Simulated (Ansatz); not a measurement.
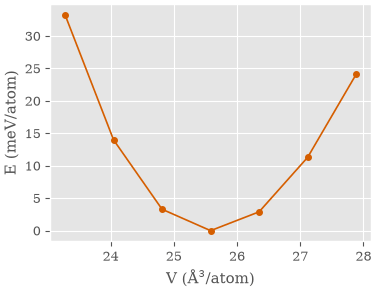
*Mg$_{2}$Sn (fluorite or antifluorite type, Fm-3m) under volume change, PBEsol in the plane-wave PAW code Ansatz, scaled uniformly.*

Q: What does a third-order Birch–Murnaghan fit give for V₀, B₀ and B′?

A: V₀ = 25.59 Å³/atom, B₀ = 43.5 GPa, B′ = 4.2.

Symmetry was held in the PBEsol relaxation. Scalar-relativistic: spin–orbit coupling is off unless named, which matters more the heavier the elements.

Potentials: the later of the program's two PAW sets.
